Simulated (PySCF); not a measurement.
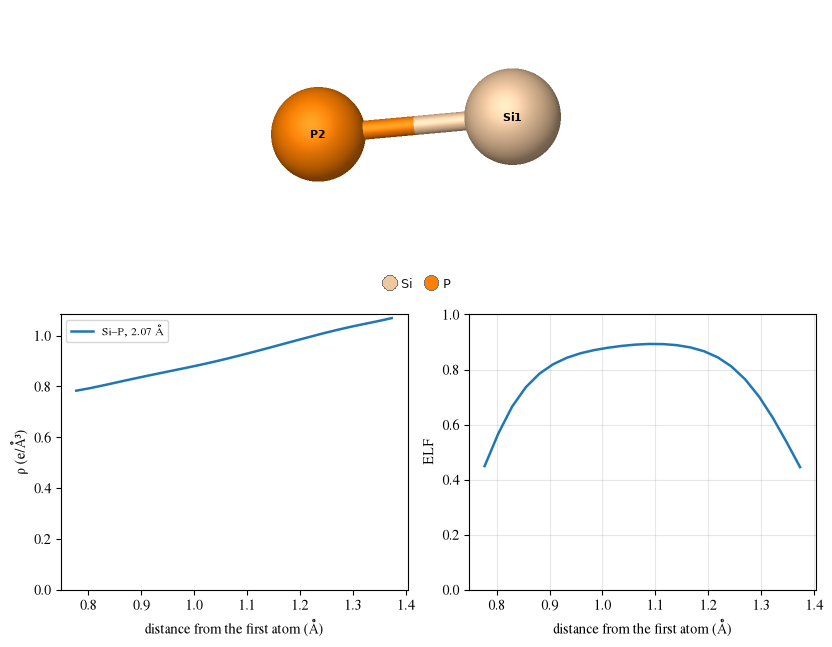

*SiP (doublet). Total electron density and ELF along straight lines between neighbouring atoms. The curves leave out the atomic cores. The structure is drawn too.*

Level of theory: PBE0/def2-TZVPPD, non-relativistic Hamiltonian with scalar-relativistic core potentials where named, at a bond length of 2.073 Å in PySCF.

Q: What kind of bonding do the profiles show?

A: Si–P (2.07 Å): the density is about 0.9 e/Å³ at the midpoint; the ELF peaks at about 0.90 between the atoms (a covalent bond).
